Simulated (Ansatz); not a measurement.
# Does disorder add resistance in series? Pt(111) layers displaced at 300 K

Two lengths of the disordered region are known. What area resistance does the third give?

**Method.** Ansatz 0.2.0, plane waves with PAW datasets at their recommended cutoffs (420 eV for most), Fermi-Dirac smearing; ballistic transmission by layer matching. The area resistance is RA = A (h/2e²)(1/T − 1/N), with T the zone-mean transmission per spin and N the lead's channels, both averaged over a few energies near the Fermi level; for magnets each spin is taken apart, with h/e², and the two conduct in parallel. Lateral cell 2x2, PBE, a fresh random draw for each length. Atoms are displaced independently, by 0.0629 Å r.m.s. per direction; each RA is scaled by the nominal over the drawn mean square displacement.

Results; the value marked ? is to be predicted:

```
length (Å)  channels N  RA (fΩ m²)
      9.06       6.753       0.102
      18.1       6.753       0.182
      27.2       6.713           ?
```

Worked fit:

Ohm's law makes RA linear in the length: the slope is (0.182 − 0.102)/(18.1 − 9.06) = 8.85×10⁻³ fΩ m² per Å, or 8.9 µΩ cm. Then 0.182 + 8.85×10⁻³ × 9.06. Predicted: 0.262 fΩ m².

Check against the run:

0.292 fΩ m², so the prediction is 10 % too low. The three lengths together give 10 µΩ cm. The two increments are 0.080 and 0.11 fΩ m²; with one draw for each length, their difference can't be told from scatter.

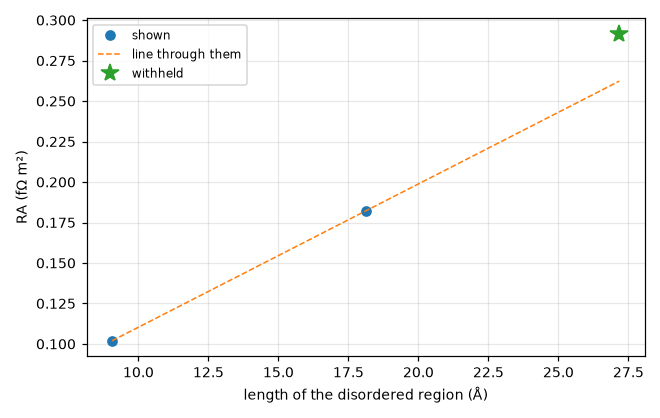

Area resistance against length.

**Limits.** The scatterers repeat sideways with the small cell. The slope is a raw one; a model of isotropic scattering puts it 1.06 times the bulk value over these lengths. Spin-orbit coupling is left out, which matters for Pt.

[Logs are printed without paths, hosts, clocks, repeated set-up lines and the standing remarks that a program may print on its own settings, such as how far it seeks lower states.]
